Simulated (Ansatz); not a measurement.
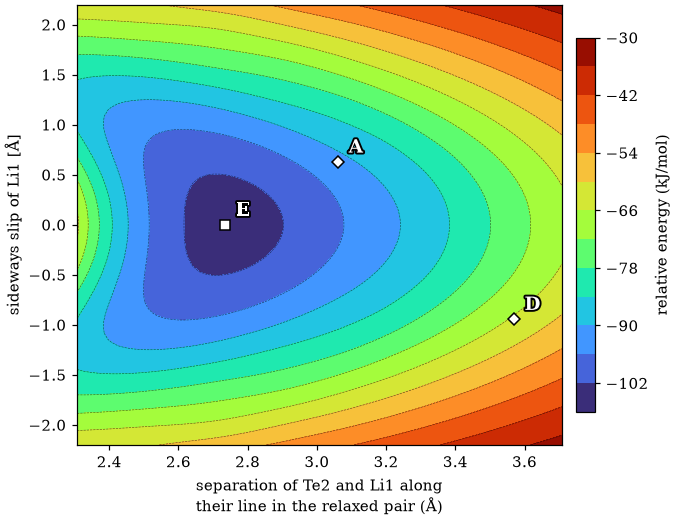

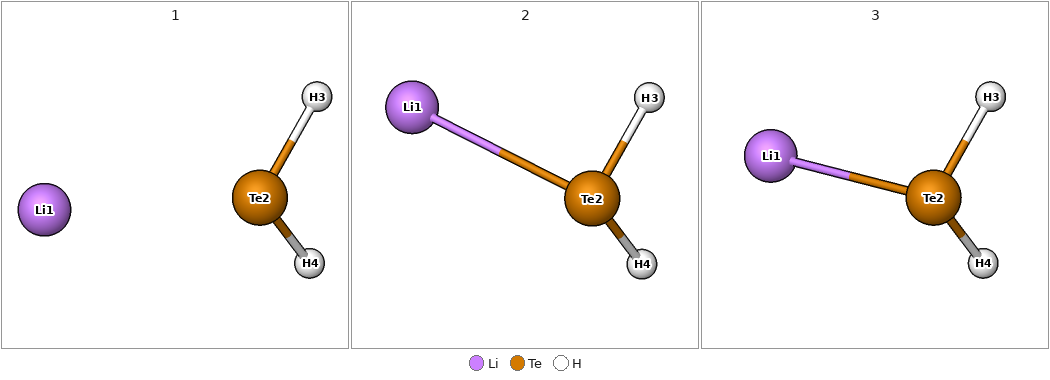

H2LiTe, charge +1. The first coordinate is: separation of Te2 and Li1 along their line in the relaxed pair; the second: sideways slip of Li1. Nothing is relaxed (both partners rigid). Grid: 15 × 15 points; 120 points were computed and 105 follow by symmetry. Points are written as (first, second). Energies are in kJ/mol, from the ion and the molecule far apart, frozen as in the relaxed pair, each in its own basis (no counterpoise correction). Theory: RKS PBE0-D4/def2-TZVPD (Ansatz 0.2.0).

In the figure: filled contours, lettered points. Between grid points the surface is interpolated. The numbered pictures are the structures at these points, in random order.

> Which structure belongs to which point?

A is structure 2: (3.061 Å, 0.629 Å), −91.7 kJ/mol; D is structure 1: (3.569 Å, −0.943 Å), −65.3 kJ/mol; E is structure 3: (2.735 Å, 0.000 Å), −104.4 kJ/mol.
